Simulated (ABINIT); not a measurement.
# InP (F-43m): G0W0 in ABINIT against the plane-wave cutoff, part 2 of 2

How does the gap of InP (F-43m) converge in the plane-wave cutoff?

ABINIT 10.8.3; PBE and many-body steps on it, plane waves. Known limits of the many-body steps: not at the basis limit; exchange with frozen shells missing; mesh may overstate the screening; no spin-orbit coupling; coarse k mesh.

So far. Step 5 (Empty states on the mesh, 4×4×4 mesh, 33 bands): On this mesh the gap is 0.709 eV. Step 6 (Screening, 4×4×4 mesh, 29 bands, screening to 106.1 eV): Local fields lower ε∞ by 6 %. On a Γ-centred mesh this coarse the value itself is usually too large, while a short band sum pulls it down.

The database entry behind the starting cell differs from later determinations by our own check (0.1 to 0.3 % short, probably kX units), so it need not match the best structure at ambient conditions.

## 8. Screening, 4×4×4 mesh, 29 bands, screening to 106.1 eV

This step: RPA screening on PBE, plane waves, norm-conserving pseudopotentials.

File run.abi:

```
acell 3*1.0 Angstrom
rprim 
  -0.000000000000 2.930500000000 2.930500000000
  2.930500000000 -0.000000000000 2.930500000000
  2.930500000000 2.930500000000 -0.000000000000
ntypat 2
znucl 49 15
natom 2
typat 1 2
xred 
  0.000000000000 0.000000000000 0.000000000000
  0.250000000000 0.250000000000 0.250000000000
pp_dirpath "pseudos"
pseudos "In.upf, P.upf"
ecut 25
ngkpt 4 4 4
nshiftk 1
shiftk 0 0 0
kptopt 1
chksymbreak 0
istwfk *1
occopt 1
irdwfk 1
optdriver 3
nband 29
ecuteps 3.9
inclvkb 2
awtr 1
symchi 1
indata_prefix "in"
outdata_prefix "out"
tmpdata_prefix "tmp"
```

Started as:

```console
OMP_NUM_THREADS=1 mpirun -n 4 abinit run.abi > log
```

Numbers of over 12 decimals in the logs are rounded to 6 here.

Output:

```text
.Version 10.8.3 of ABINIT. v10.8.2 released Aug 2026.

 Symmetries : space group F-4 3 m (#216); Bravais cF (face-center cubic)
[... echo of the input left out ...]
== DATASET  1 ==================================================================
-   mpi_nproc: 4, omp_nthreads: 1 (-1 if OMP is not activated)

--- !DatasetInfo
iteration_state: {dtset: 1, }
dimensions: {natom: 2, nkpt: 8, mband: 29, nsppol: 1, nspinor: 1, nspden: 1, mpw: 2085, }
cutoff_energies: {ecut:  25.0, pawecutdg:  -1.0, }
electrons: {nelect:   1.80000000E+01, charge:   0.00000000E+00, occopt:   1.00000000E+00, tsmear:   1.00000000E-02, }

 SCREENING: Calculation of the susceptibility and dielectric matrices

 Based on a program developped by R.W. Godby, V. Olevano, G. Onida, and L. Reining.
 Incorporated in ABINIT by V. Olevano, G.-M. Rignanese, and M. Torrent.
.Using double precision arithmetic ; gwpc =  8

[... cell and pseudopotentials left out ...]
--------------------------------------------------------------------------------

 ==== K-mesh for the wavefunctions ====
 Number of points in the irreducible wedge :     8
[... list of points left out ...]
 Together with 24 symmetry operations and time-reversal symmetry
 yields    64 points in the full Brillouin Zone.

 ==== Q-mesh for the screening function ====
 Number of points in the irreducible wedge :     8
[... list of points left out ...]
 Together with 24 symmetry operations and time-reversal symmetry
 yields    64 points in the full Brillouin Zone.

 setmesh: FFT mesh size selected  =    25x   25x   25
          total number of points  =        15625

 vcoul_init : cutoff-mode = AUXILIARY_FUNCTION
 q-points for optical limit:   1
     1)      0.000010    0.000020    0.000030

- screening: taking advantage of time-reversal symmetry
- Maximum band index for partially occupied states nbvw = 9
- Remaining bands to be divided among processors   nbcw = 20
- Number of bands treated by each node ~5

 Number of electrons calculated from density =   18.0000; Expected =   18.0000
 average of density, n =  0.052993
 r_s =    1.6516
 omega_plasma =   22.2058 [eV]

 calculating chi0 at frequencies [eV] :
  1    0.000000E+00    0.000000E+00
  2    0.000000E+00    2.220578E+01

--------------------------------------------------------------------------------
  q-point number  1        q = ( 0.000000, 0.000000, 0.000000) [r.l.u.]
--------------------------------------------------------------------------------
[... chi0 elements left out ...]
 For q-point:  0.000010 0.000020 0.000030
  dielectric constant =  42.6304
  dielectric constant without local fields =  45.3098

  Average fulfillment of the sum rule on Im[epsilon] for q-point    1 :     32.39  [%]
[... wings left out ...]
  q-point number  2        q = ( 0.250000, 0.000000, 0.000000) [r.l.u.]
--------------------------------------------------------------------------------
[... chi0 elements left out ...]
  Average fulfillment of the sum rule on Im[epsilon] for q-point    2 :     53.49  [%]

 [... 6 further q-points ...]
```

Elapsed: 4.5 s, on 4 MPI ranks of Arm Neoverse V1, shared host; peak memory 0.39 GiB.

Numbers from this step:

```yaml
eps_infinity_with_local_fields_on_this_mesh_along_the_program_s_q_direction: 42.63
the_same_without_local_fields: 45.31
plasma_frequency: 22.21 eV
plane_waves_in_the_screening_matrix: 137
```

## 9. 25 Ha

The self-energy is evaluated for the states that the input lists, and the levels follow from it, in one-shot runs by the linearised quasiparticle equation.

This step: G0W0 on PBE, plane waves, norm-conserving pseudopotentials.

Edit run.abi of step 8 so:

```diff
@@ -23,8 +23,15 @@
 irdwfk 1
-optdriver 3
+optdriver 4
 nband 29
+gwcalctyp 0
+ecutsigx 25
+symsigma 1
+nkptgw 1
+kptgw 
+  0.0000000000 0.0000000000 0.0000000000
+bdgw 
+  7 13
 ecuteps 3.9
-inclvkb 2
-awtr 1
-symchi 1
+irdscr 1
+ppmodel 1
 indata_prefix "in"
```

Output:

```text
.Version 10.8.3 of ABINIT. v10.8.2 released Aug 2026.

 Symmetries : space group F-4 3 m (#216); Bravais cF (face-center cubic)
[... echo of the input left out ...]
== DATASET  1 ==================================================================
-   mpi_nproc: 4, omp_nthreads: 1 (-1 if OMP is not activated)

--- !DatasetInfo
iteration_state: {dtset: 1, }
dimensions: {natom: 2, nkpt: 8, mband: 29, nsppol: 1, nspinor: 1, nspden: 1, mpw: 2085, }
cutoff_energies: {ecut:  25.0, pawecutdg:  -1.0, }
electrons: {nelect:   1.80000000E+01, charge:   0.00000000E+00, occopt:   1.00000000E+00, tsmear:   1.00000000E-02, }

 SIGMA: Calculation of the GW corrections

 Based on a program developped by R.W. Godby, V. Olevano, G. Onida, and L. Reining.
 Incorporated in ABINIT by V. Olevano, G.-M. Rignanese, and M. Torrent.
.Using double precision arithmetic ; gwpc =  8

[... cell and pseudopotentials left out ...]
--------------------------------------------------------------------------------

 ==== K-mesh for the wavefunctions ====
 Number of points in the irreducible wedge :     8
[... list of points left out ...]
 Together with 24 symmetry operations and time-reversal symmetry
 yields    64 points in the full Brillouin Zone.

 ==== Q-mesh for screening function ====
 Number of points in the irreducible wedge :     8
[... list of points left out ...]
 Together with 24 symmetry operations and time-reversal symmetry
 yields    64 points in the full Brillouin Zone.

 vcoul_init : cutoff-mode = AUXILIARY_FUNCTION
 q-points for optical limit:   1
     1)      0.000010    0.000020    0.000030
 setmesh: FFT mesh size selected  =    36x   36x   36
          total number of points  =        46656

 Number of electrons calculated from density =   18.0000; Expected =   18.0000
[...]
number of q-points in BZ                           64
 number of frequencies for dSigma/dE                 9
 frequency step for dSigma/dE [eV]                0.25
 number of omega for Sigma on real axis              0
 max omega for Sigma on real axis  [eV]           0.00
 zcut for avoiding poles [eV]                     0.10

 EPSILON^-1 parameters (SCR file):
 dimension of the eps^-1 matrix on file            137
 dimension of the eps^-1 matrix used               137
 number of plane-waves for wavefunctions          2085
 number of bands                                    29
 number of q-points in IBZ                           8
 number of frequencies                               2
 number of real frequencies                          1
 number of imag frequencies                          1

 matrix elements of self-energy operator (all in [eV])

 Perturbative Calculation

--- !SelfEnergy_ee
iteration_state: {dtset: 1, }
kpoint     : [   0.000,    0.000,    0.000, ]
spin       : 1
KS_gap     :    0.708
QP_gap     :    1.044
Delta_QP_KS:    0.336
data: !SigmaeeData |
     Band     E0 <VxcDFT>   SigX SigC(E0)      Z dSigC/dE  Sig(E)    E-E0       E
        7   4.476 -12.526 -14.191   1.993   0.773  -0.294 -12.273   0.253   4.728
        8   4.476 -12.526 -14.191   1.993   0.773  -0.294 -12.273   0.253   4.728
        9   4.476 -12.526 -14.191   1.993   0.773  -0.294 -12.273   0.253   4.728
       10   5.184 -11.293  -7.496  -3.049   0.788  -0.269 -10.704   0.589   5.773
       11   8.564 -10.217  -6.371  -3.269   0.795  -0.258  -9.758   0.459   9.023
       12   8.564 -10.217  -6.371  -3.269   0.795  -0.258  -9.758   0.459   9.023
       13   8.564 -10.217  -6.371  -3.269   0.795  -0.258  -9.758   0.459   9.023

== END DATASET(S) ==============================================================
================================================================================

 -outvars: echo values of variables after computation  --------
           etotal      0.0000000000E+00
            nband          29
             nkpt           8
          spgroup         216
 [... the other variables as echoed above ...]

 Calculation completed.
```

It took 2.9 s on 4 MPI ranks; peak memory 0.12 GiB; 11 s of CPU time.

Numbers from this step:

```
G0W0 gap on the points computed              : 1.045 eV
starting gap on the mesh                     : 0.7080 eV
k of the valence top                         : 0, 0, 0
k of the conduction bottom                   : 0, 0, 0
Z at the valence top                         : 0.773
Z at the conduction bottom                   : 0.788
least direct G0W0 gap on the computed points : 1.045 eV
```

The gap on the mesh goes from 0.71 eV to 1.04 eV, a correction of +0.34 eV.

## 10. Screening, 4×4×4 mesh, 29 bands, screening to 106.1 eV

This step: RPA screening on PBE, plane waves, norm-conserving pseudopotentials.

Edit run.abi of step 9 so:

```diff
@@ -14,3 +14,3 @@
 pseudos "In.upf, P.upf"
-ecut 25
+ecut 31
 ngkpt 4 4 4
@@ -23,15 +23,8 @@
 irdwfk 1
-optdriver 4
+optdriver 3
 nband 29
-gwcalctyp 0
-ecutsigx 25
-symsigma 1
-nkptgw 1
-kptgw 
-  0.0000000000 0.0000000000 0.0000000000
-bdgw 
-  7 13
 ecuteps 3.9
-irdscr 1
-ppmodel 1
+inclvkb 2
+awtr 1
+symchi 1
 indata_prefix "in"
```

Output:

```text
.Version 10.8.3 of ABINIT. v10.8.2 released Aug 2026.

 Symmetries : space group F-4 3 m (#216); Bravais cF (face-center cubic)
[... echo of the input left out ...]
== DATASET  1 ==================================================================
-   mpi_nproc: 4, omp_nthreads: 1 (-1 if OMP is not activated)

--- !DatasetInfo
iteration_state: {dtset: 1, }
dimensions: {natom: 2, nkpt: 8, mband: 29, nsppol: 1, nspinor: 1, nspden: 1, mpw: 2826, }
cutoff_energies: {ecut:  31.0, pawecutdg:  -1.0, }
[...]
--------------------------------------------------------------------------------
[... chi0 elements left out ...]
 For q-point:  0.000010 0.000020 0.000030
  dielectric constant =  42.4503
  dielectric constant without local fields =  45.1174

  Average fulfillment of the sum rule on Im[epsilon] for q-point    1 :     32.38  [%]
[... wings left out ...]
  q-point number  2        q = ( 0.250000, 0.000000, 0.000000) [r.l.u.]
--------------------------------------------------------------------------------
[... chi0 elements left out ...]
  Average fulfillment of the sum rule on Im[epsilon] for q-point    2 :     53.42  [%]

 [... 6 further q-points ...]
```

Elapsed: 5.5 s, on 4 MPI ranks; peak memory 0.45 GiB.

Numbers from this step:

- ε∞ with local fields, on this mesh, along the program's q direction: 42.45
- the same without local fields: 45.12
- plasma frequency: 22.21 eV
- plane waves in the screening matrix: 137

## 11. 31 Ha

This step: G0W0 on PBE, plane waves, norm-conserving pseudopotentials.

Edit run.abi of step 10 so:

```diff
@@ -23,8 +23,15 @@
 irdwfk 1
-optdriver 3
+optdriver 4
 nband 29
+gwcalctyp 0
+ecutsigx 31
+symsigma 1
+nkptgw 1
+kptgw 
+  0.0000000000 0.0000000000 0.0000000000
+bdgw 
+  7 13
 ecuteps 3.9
-inclvkb 2
-awtr 1
-symchi 1
+irdscr 1
+ppmodel 1
 indata_prefix "in"
```

Output:

```text
.Version 10.8.3 of ABINIT. v10.8.2 released Aug 2026.

 Symmetries : space group F-4 3 m (#216); Bravais cF (face-center cubic)
[... echo of the input left out ...]
== DATASET  1 ==================================================================
-   mpi_nproc: 4, omp_nthreads: 1 (-1 if OMP is not activated)

--- !DatasetInfo
iteration_state: {dtset: 1, }
dimensions: {natom: 2, nkpt: 8, mband: 29, nsppol: 1, nspinor: 1, nspden: 1, mpw: 2826, }
cutoff_energies: {ecut:  31.0, pawecutdg:  -1.0, }
[...]
11   8.562 -10.216  -6.368  -3.271   0.795  -0.258  -9.757   0.459   9.021
       12   8.562 -10.216  -6.368  -3.271   0.795  -0.258  -9.757   0.459   9.021
       13   8.562 -10.216  -6.368  -3.271   0.795  -0.258  -9.757   0.459   9.021

== END DATASET(S) ==============================================================
================================================================================

 -outvars: echo values of variables after computation  --------
           etotal      0.0000000000E+00
            nband          29
             nkpt           8
          spgroup         216
 [... the other variables as echoed above ...]

 Calculation completed.
```

It took 3.1 s on 4 MPI ranks; peak memory 0.34 GiB.

This step gave:

| Property | Result |
| --- | --- |
| G0W0 gap on the points computed | 1.049 eV |
| starting gap on the mesh | 0.7094 eV |
| k of the valence top | 0, 0, 0 |
| k of the conduction bottom | 0, 0, 0 |
| least direct G0W0 gap on the computed points | 1.049 eV |

Against the run before, the gap moves by +0.004 eV.

## 12. Screening, 4×4×4 mesh, 29 bands, screening to 106.1 eV

This step: RPA screening on PBE, plane waves, norm-conserving pseudopotentials.

Edit run.abi of step 11 so:

```diff
@@ -14,3 +14,3 @@
 pseudos "In.upf, P.upf"
-ecut 31
+ecut 39
 ngkpt 4 4 4
@@ -23,15 +23,8 @@
 irdwfk 1
-optdriver 4
+optdriver 3
 nband 29
-gwcalctyp 0
-ecutsigx 31
-symsigma 1
-nkptgw 1
-kptgw 
-  0.0000000000 0.0000000000 0.0000000000
-bdgw 
-  7 13
 ecuteps 3.9
-irdscr 1
-ppmodel 1
+inclvkb 2
+awtr 1
+symchi 1
 indata_prefix "in"
```

Output:

```text
.Version 10.8.3 of ABINIT. v10.8.2 released Aug 2026.

 Symmetries : space group F-4 3 m (#216); Bravais cF (face-center cubic)
[... echo of the input left out ...]
== DATASET  1 ==================================================================
-   mpi_nproc: 4, omp_nthreads: 1 (-1 if OMP is not activated)

--- !DatasetInfo
iteration_state: {dtset: 1, }
dimensions: {natom: 2, nkpt: 8, mband: 29, nsppol: 1, nspinor: 1, nspden: 1, mpw: 3984, }
cutoff_energies: {ecut:  39.0, pawecutdg:  -1.0, }
[...]
--------------------------------------------------------------------------------
[... chi0 elements left out ...]
 For q-point:  0.000010 0.000020 0.000030
  dielectric constant =  42.4531
  dielectric constant without local fields =  45.1204

  Average fulfillment of the sum rule on Im[epsilon] for q-point    1 :     32.39  [%]
[... wings left out ...]
  q-point number  2        q = ( 0.250000, 0.000000, 0.000000) [r.l.u.]
--------------------------------------------------------------------------------
[... chi0 elements left out ...]
  Average fulfillment of the sum rule on Im[epsilon] for q-point    2 :     53.42  [%]

 [... 6 further q-points ...]
```

Wall time 6.6 s (4 MPI ranks); peak memory 0.54 GiB.

Numbers from this step:

```yaml
eps_infinity_with_local_fields_on_this_mesh_along_the_program_s_q_direction: 42.45
the_same_without_local_fields: 45.12
plasma_frequency: 22.21 eV
plane_waves_in_the_screening_matrix: 137
```

## 13. 39 Ha

This step: G0W0 on PBE, plane waves, norm-conserving pseudopotentials.

Edit run.abi of step 12 so:

```diff
@@ -23,8 +23,15 @@
 irdwfk 1
-optdriver 3
+optdriver 4
 nband 29
+gwcalctyp 0
+ecutsigx 39
+symsigma 1
+nkptgw 1
+kptgw 
+  0.0000000000 0.0000000000 0.0000000000
+bdgw 
+  7 13
 ecuteps 3.9
-inclvkb 2
-awtr 1
-symchi 1
+irdscr 1
+ppmodel 1
 indata_prefix "in"
```

Output:

```text
.Version 10.8.3 of ABINIT. v10.8.2 released Aug 2026.

 Symmetries : space group F-4 3 m (#216); Bravais cF (face-center cubic)
[... echo of the input left out ...]
== DATASET  1 ==================================================================
-   mpi_nproc: 4, omp_nthreads: 1 (-1 if OMP is not activated)

--- !DatasetInfo
iteration_state: {dtset: 1, }
dimensions: {natom: 2, nkpt: 8, mband: 29, nsppol: 1, nspinor: 1, nspden: 1, mpw: 3984, }
cutoff_energies: {ecut:  39.0, pawecutdg:  -1.0, }
[...]
11   8.562 -10.216  -6.368  -3.271   0.795  -0.258  -9.758   0.458   9.020
       12   8.562 -10.216  -6.368  -3.271   0.795  -0.258  -9.758   0.458   9.020
       13   8.562 -10.216  -6.368  -3.271   0.795  -0.258  -9.758   0.458   9.020

== END DATASET(S) ==============================================================
================================================================================

 -outvars: echo values of variables after computation  --------
           etotal      0.0000000000E+00
            nband          29
             nkpt           8
          spgroup         216
 [... the other variables as echoed above ...]

 Calculation completed.
```

Run time: 3.6 s. Hardware: 4 MPI ranks; peak memory 0.54 GiB; 14 s of CPU time.

This step gave:

| Property | Result |
| --- | --- |
| G0W0 gap on the points computed | 1.050 eV |
| starting gap on the mesh | 0.7091 eV |
| k of the valence top | 0, 0, 0 |
| k of the conduction bottom | 0, 0, 0 |
| least direct G0W0 gap on the computed points | 1.050 eV |

Against the run before, the gap moves by +0.001 eV.

## 14. Side by side

Times are wall times on 4 MPI ranks of Arm Neoverse V1, shared host, good to a factor of about two. A run's time includes the screening step that it read.

```tsv
run	mesh	bands	screening cutoff (eV)	DFT gap (eV)	gap on the mesh (eV)	direct (eV)	ε∞ used	time
19 Ha	4×4×4	29	106.1	0.674	0.994	0.994	47.39	7.5 s
25 Ha	4×4×4	29	106.1	0.708	1.045	1.045	42.63	7.5 s
31 Ha	4×4×4	29	106.1	0.709	1.049	1.049	42.45	8.6 s
39 Ha	4×4×4	29	106.1	0.709	1.050	1.050	42.45	10 s
```

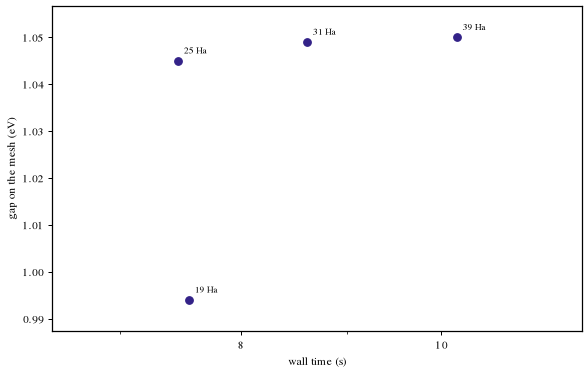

Result against wall time.

## 15. Outcome

| Quantity | Value |
| --- | --- |
| 19 Ha | 0.994 eV |
| 25 Ha | 1.045 eV |
| 31 Ha | 1.049 eV |
| 39 Ha | 1.050 eV |
| known limits | not at the basis limit; exchange with frozen shells missing; mesh may overstate the screening; no spin-orbit coupling; coarse k mesh |

The setting moved: plane-wave cutoff. From 19 Ha to 39 Ha the gap moves by +0.06 eV. It holds to 0.03 eV from 25 Ha on. Bands and screening cutoff are coupled, so a series along one setting does not show full convergence. Bands and cutoff are finite, so the gap is not at the basis limit. The miss can reach some tenths of an eV and take either sign; the mesh is an error of its own. In the G0W0 runs levels were corrected at 1 k point alone, so a gap called «on the mesh» is the least over those, and an edge elsewhere would be missed. The 4×4×4 mesh is coarse for this cell, which bears on the long-range parts of exchange and screening. The norm-conserving file of at least one element keeps a d shell over frozen s and p shells of the same row. Exchange with those shells is missing from the self-energy, an error of 0.3 to 0.9 eV in cases checked, whose sign depends on which edge lies on those atoms. For the PBE start: The RPA ε∞ on this mesh reaches over 25; with a narrow direct gap a coarse mesh can overstate it, and the correction is then too small. The many-body steps are scalar-relativistic: spin-orbit coupling is not in them.

[Paths, hosts, dates, memory and timing lines, banners, echoed tables and standing remarks are left out of the program output.]

[Logs are printed without paths, hosts, clocks, repeated set-up lines and the standing remarks that a program may print on its own settings, such as how far it seeks lower states.]

[Runs of the session that timed out or met a known fault of the program may be left out.]

[Hosts, paths, dates, database ids (printed as entryN), source tags and the programs' standing remarks are cut or masked in the printed files.]

[G0W0 gaps are taken among the corrected bands and points alone; a level outside them can change the order at an edge.]

[Where Ansatz stands beside ABINIT at settings called matched, ABINIT's density can come from a denser mesh and the files from another edition; pairs whose starting gaps differed by over 0.03 eV were left out, so agreement reads better than it is.]
